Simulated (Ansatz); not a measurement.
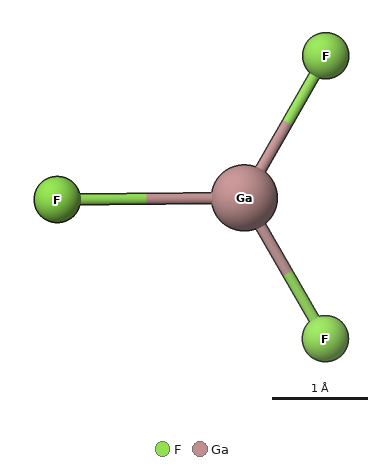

Figure 1. The input geometry (ball-and-stick view, seen on its broad side). Sticks mark near contacts. Bond lengths as drawn: F–Ga 1.72 to 1.99 Å.

# Geometry relaxation of GaF3

- system: GaF3
- method: RKS PBE0-D4/def2-TZVP (Ansatz 0.2.0)

The input holds or restrains some coordinates. Figures and captions count atoms from 1; the log counts them from 0 in places.

**Output**
```
Functional definition: PBE0
  name "PBE0"
  cite "Adamo & Barone, J. Chem. Phys. 110, 6158 (1999) doi:10.1063/1.478522"
  cite "Perdew, Burke & Ernzerhof, Phys. Rev. Lett. 77, 3865 (1996) doi:10.1103/PhysRevLett.77.3865"
  parent pbe
  parameter a = 0.25
  parameter kappa = 0.804
  parameter beta = 0.06672455060314922
  exchange = (1 - a)*pbe_x(kappa = kappa, mu = beta*pi^2/3) + a*exact_x
  correlation = pbe_c(beta = beta)
881 factors; their error is unknown
mean field evaluation 1: about -60513.5540 eV, gradient 6.7e1 eV
mean field evaluation 2: about -60493.2876 eV, gradient 1.4e2 eV
mean field evaluation 4: about -60519.9426 eV, gradient 6.7e0 eV
mean field evaluation 8: about -60520.2264 eV, gradient 1.5e-1 eV
mean field evaluation 16: about -60520.2264 eV, gradient 6.5e-6 eV
mean field -60520.22636728 eV, -2224.0772969149 hartree, gradient 6.5e-6 eV, S^2 0.000000; 0 other end points of the search recorded, 0 dependent functions left out
the calculation of the forces begins
reference -60520.22639010 eV, -2224.0772977535 hartree; 29, 29 occupied and 112, 112 virtual orbitals, 881 factors
relax step   1: F+E_penalty+E_count = -60520.27066549 eV  Δ(F+E_penalty+E_count) = +0.000e0 eV  max|allowed force component| = 2.095e-1 eV/Å  Δτ_max = 0.0000 Å  (27 SCF iters, accepted)
  distance Ga 1 - F 2 held at 1.986001 Å   reaction = +3.7886e0 eV/Å
these checks for a lower state are left out or cut short: starts, cluster_reference, orbital_swaps, neighbouring_geometries, increment
881 factors; their error is unknown
mean field -60520.23087858 eV, -2224.0774627019 hartree, gradient 1.0e-5 eV, S^2 0.000000; 0 other end points of the search recorded, 0 dependent functions left out
the calculation of the forces begins
reference -60520.23090142 eV, -2224.0774635413 hartree; 29, 29 occupied and 112, 112 virtual orbitals, 881 factors
relax step   2: F+E_penalty+E_count = -60520.27521852 eV  Δ(F+E_penalty+E_count) = -4.553e-3 eV  max|allowed force component| = 1.213e-1 eV/Å  Δτ_max = 0.0114 Å  (31 SCF iters, accepted)
  distance Ga 1 - F 2 held at 1.986001 Å   reaction = +3.8425e0 eV/Å
these checks for a lower state are left out or cut short: starts, cluster_reference, orbital_swaps, neighbouring_geometries, increment
881 factors; their error is unknown
mean field -60520.23486449 eV, -2224.0776091813 hartree, gradient 1.2e-5 eV, S^2 0.000000; 0 other end points of the search recorded, 0 dependent functions left out
the calculation of the forces begins
reference -60520.23488740 eV, -2224.0776100233 hartree; 29, 29 occupied and 112, 112 virtual orbitals, 881 factors
relax step   3: F+E_penalty+E_count = -60520.27926437 eV  Δ(F+E_penalty+E_count) = -4.046e-3 eV  max|allowed force component| = 2.815e-2 eV/Å  Δτ_max = 0.0292 Å  (30 SCF iters, accepted)
  distance Ga 1 - F 2 held at 1.986001 Å   reaction = +3.9112e0 eV/Å
these checks for a lower state are left out or cut short: starts, cluster_reference, orbital_swaps, neighbouring_geometries, increment
881 factors; their error is unknown
mean field evaluation 32: about -60520.0120 eV, gradient 5.0e-5 eV
mean field -60520.23487959 eV, -2224.0776097365 hartree, gradient 1.0e-5 eV, S^2 0.000000; 0 other end points of the search recorded, 0 dependent functions left out
the calculation of the forces begins
reference -60520.23490251 eV, -2224.0776105787 hartree; 29, 29 occupied and 112, 112 virtual orbitals, 881 factors
relax step   4: F+E_penalty+E_count = -60520.27929228 eV  Δ(F+E_penalty+E_count) = -2.791e-5 eV  max|allowed force component| = 1.008e-2 eV/Å  Δτ_max = 0.0016 Å  (32 SCF iters, accepted)
  distance Ga 1 - F 2 held at 1.986001 Å   reaction = +3.9280e0 eV/Å
these checks for a lower state are left out or cut short: starts, cluster_reference, orbital_swaps, neighbouring_geometries, increment
881 factors; their error is unknown
mean field -60520.23488723 eV, -2224.0776100173 hartree, gradient 4.7e-5 eV, S^2 0.000000; 0 other end points of the search recorded, 0 dependent functions left out
the calculation of the forces begins
reference -60520.23491015 eV, -2224.0776108594 hartree; 29, 29 occupied and 112, 112 virtual orbitals, 881 factors
relax step   5: F+E_penalty+E_count = -60520.27929662 eV  Δ(F+E_penalty+E_count) = -4.337e-6 eV  max|allowed force component| = 1.106e-4 eV/Å  Δτ_max = 0.0005 Å  (20 SCF iters, accepted)
  distance Ga 1 - F 2 held at 1.986001 Å   reaction = +3.9236e0 eV/Å
```

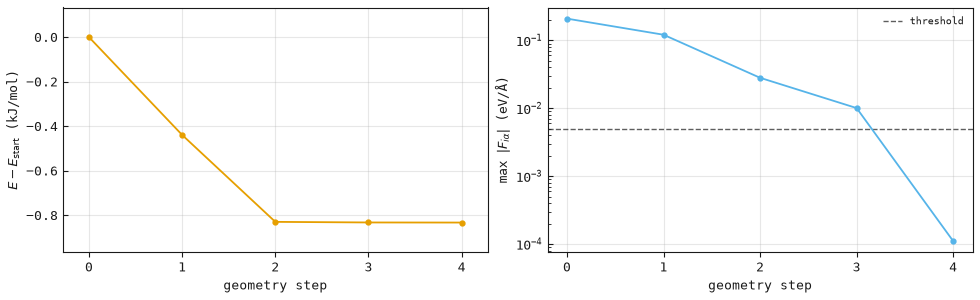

Figure 2. Progress of the constrained relaxation, step by step (the first geometry is step 0 here and step 1 in the log).

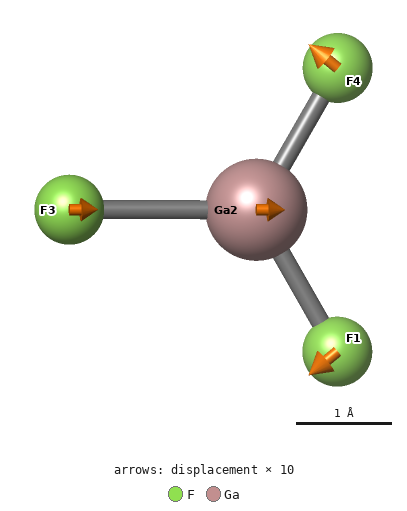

Figure 3. The starting structure with the displacements as orange arrows, magnified 10 times (ball-and-stick view, seen at a tilt). The two geometries are laid on each other by the best rigid fit. The energy falls by 0.83 kJ/mol in 4 geometry steps. The largest force component goes from 0.21 to 0.00011 eV/Å. The largest moves after the best rigid fit, 0.040 Å, are those of F1 and F4. By element the largest moves are F 0.040 Å, Ga 0.031 Å. Distances before and after: F1–Ga2 1.724 → 1.716 Å. Among the angles that change: F1–Ga2–F4 120.0° → 124.4°, F1–Ga2–F3 120.0° → 117.8°. (Atoms are counted from 1 in the order of the input.)

```
881 factors; their error is unknown
mean field -60520.23488723 eV, -2224.0776100173 hartree, gradient 4.7e-5 eV, S^2 0.000000; 1 other end points of the search recorded, 0 dependent functions left out
the calculation of the forces begins
reference -60520.23491015 eV, -2224.0776108594 hartree; 29, 29 occupied and 112, 112 virtual orbitals, 881 factors
Total energy: -60520.27931953 eV, -2224.0792428741 hartree
Atom 0 at    -0.024869    -1.605234     0.677189 Å, force     0.000045     0.000004    -0.000018 eV/Å
Atom 1 at    -0.003102    -0.036753    -0.018992 Å, force     2.162443     2.756219     1.766864 eV/Å
Atom 2 at     1.091505     1.358336     0.875301 Å, force    -2.162536    -2.756222    -1.766833 eV/Å
Atom 3 at    -0.863602     0.407382    -1.435876 Å, force     0.000048    -0.000001    -0.000012 eV/Å
Dipole moment:    -0.160553    -0.204677    -0.131219 e Å
```

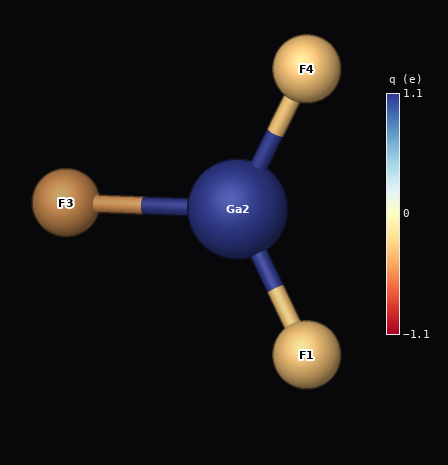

Figure 4. Mulliken charges, as the colour of each atom (ball-and-stick view, seen at a tilt; atoms are numbered from 1 in the order of the input). By element: F −0.44 to −0.31 and Ga +1.06 e.

The run was set up as follows.

**Input file**
```yaml
crystal:
  periodic: [false, false, false]
  atoms:
    - {symbol: F, position_ang: [-0.048673, -1.610127, 0.645938]}
    - {symbol: Ga, position_ang: [0.013827, -0.015025, -0.005201]}
    - {symbol: F, position_ang: [1.108546, 1.379827, 0.889325]}
    - {symbol: F, position_ang: [-0.873768, 0.369056, -1.432440]}
basis:
  gaussian: {orbitals: def2-TZVP}
hamiltonian: {xc: pbe0, dispersion: d4}
relax: {f_tol: 0.005, max_steps: 200, constraints: [{distance: [1, 2]}]}
```

**Summary**

```json
{"quantity": "outcome", "value": "converged under the restraints of the input"}
{"quantity": "total energy", "value": "−60520.2793 eV"}
{"quantity": "mean-field energy", "value": "−60520.2349 eV"}
{"quantity": "dispersion energy", "value": "−0.0444 eV"}
{"quantity": "SCF solution under orbital rotations", "value": "stable"}
{"quantity": "largest force (length of the vector) at the end, held atoms and coordinates included", "value": "3.924 eV/Å"}
{"quantity": "dipole moment", "value": "1.40 D"}
{"quantity": "hardware", "value": "2 CPU threads, shared host"}
{"quantity": "wall time", "value": "12 s (CPU time 22 s)"}
{"quantity": "peak memory", "value": "0.3 GiB"}
```
